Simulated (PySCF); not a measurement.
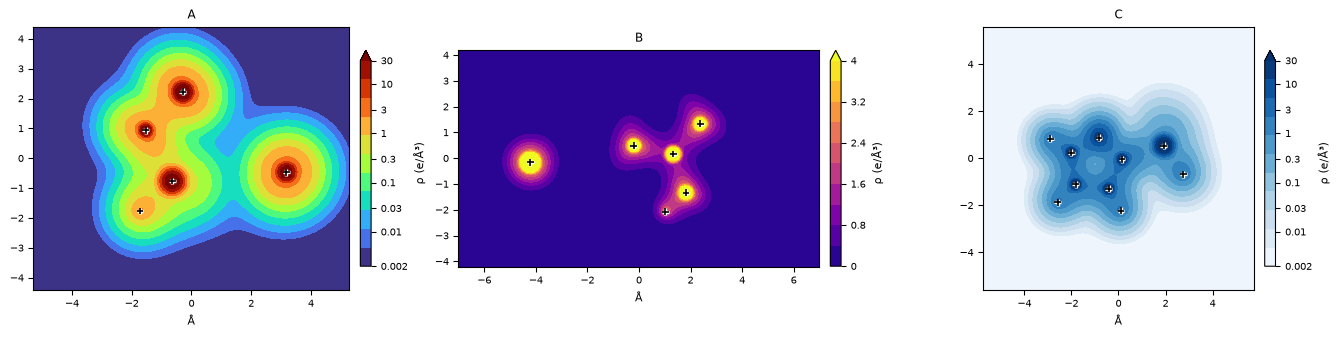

The total electron density of 3 systems, each on a plane through atoms (crosses mark nuclei in the plane).

Theory: PBE0/pcSseg-1, SCF density, gas phase, non-relativistic (PySCF 2.14.0).

System 1: C4H13BCl2Si2, the plane of atoms B2, C3 and H13. Geometry: GFN2-xTB.

```xyz
22

C    -2.7016   -1.6379   -0.3272
B    -2.0956   -0.2805    0.2056
C    -2.8990    1.0652    0.0202
C    -0.6951   -0.2731    0.8953
Si    0.6504    0.0278   -0.4295
Si    2.7300    0.0578    0.6191
Cl    2.8232    1.2604    2.2602
C     4.0348    0.7970   -0.5788
Cl    4.0011   -0.1308   -2.1031
H    -3.3677   -2.0576    0.4279
H    -3.3018   -1.5168   -1.2265
H    -1.9452   -2.3944   -0.5262
H    -2.3495    1.9512    0.3298
H    -3.8210    1.0388    0.6008
H    -3.2066    1.2089   -1.0144
H    -0.5920    0.5151    1.6419
H    -0.4560   -1.2182    1.3850
H     0.6082   -1.0379   -1.4406
H     0.3862    1.2925   -1.1383
H     3.3038   -1.2203    1.0578
H     3.8287    1.8328   -0.8427
H     5.0545    0.7392   -0.2025
```

System 2: C7H13NOSi, the plane of atoms C6, C7 and C8. Geometry: GFN2-xTB.

| atom | x (Å) | y (Å) | z (Å) |
| --- | --- | --- | --- |
| C | -2.5373 | 0.6438 | -0.6567 |
| C | -1.4861 | -0.1930 | 0.0750 |
| C | -2.0947 | -1.4896 | 0.6072 |
| N | -0.8835 | 0.5447 | 1.1654 |
| Si | 0.5385 | 1.4949 | 1.0552 |
| C | 1.7831 | 0.4499 | 0.1217 |
| C | 2.5332 | 0.6746 | -1.0012 |
| C | 3.2968 | -0.4924 | -1.2262 |
| C | 2.9602 | -1.3481 | -0.2222 |
| O | 2.0544 | -0.7907 | 0.5911 |
| H | -3.3453 | 0.9098 | 0.0230 |
| H | -2.0883 | 1.5589 | -1.0355 |
| H | -2.9554 | 0.0864 | -1.4909 |
| H | -0.6818 | -0.4402 | -0.6257 |
| H | -2.4841 | -2.0908 | -0.2104 |
| H | -1.3371 | -2.0626 | 1.1354 |
| H | -2.9081 | -1.2704 | 1.2966 |
| H | -1.5682 | 0.7837 | 1.8676 |
| H | 0.4463 | 2.7656 | 0.3119 |
| H | 0.9372 | 1.7392 | 2.4420 |
| H | 2.5338 | 1.5688 | -1.5910 |
| H | 3.9944 | -0.6727 | -2.0187 |
| H | 3.2874 | -2.3428 | 0.0105 |

System 3: C2H7Cl3Si2, the plane of atoms C2, Si3 and H10. Geometry: GFN2-xTB.

```xyz
14

Cl    1.5280    1.2990    1.4768
C     2.2022   -0.0181    0.4716
Si    1.0142   -0.3186   -1.0057
Si   -1.1162   -0.8225   -0.2121
Cl   -1.1196   -2.1046    1.3603
C    -2.0263    0.7505    0.4072
Cl   -2.0876    1.9357   -0.9274
H     3.1958    0.3023    0.1667
H     2.3050   -0.8835    1.1229
H     1.6170   -1.4222   -1.7683
H     1.0561    0.8927   -1.8256
H    -1.9962   -1.4119   -1.2268
H    -1.5161    1.2398    1.2349
H    -3.0570    0.5611    0.7034
```

Match each panel to its system.

Panel A is system 3, C2H7Cl3Si2: the plane holds Cl, C, Si and H. C–Cl (1.79 Å): ρ is about 1.3 e/Å³ halfway. Panel B is system 1, C4H13BCl2Si2: the plane holds C, B, Cl and H. C–B (1.56 Å): the density is about 1.4 e/Å³ at the midpoint. Panel C is system 2, C7H13NOSi: the plane holds Si, C, O and H. C–O (1.34 Å): ρ is about 2.4 e/Å³ halfway.
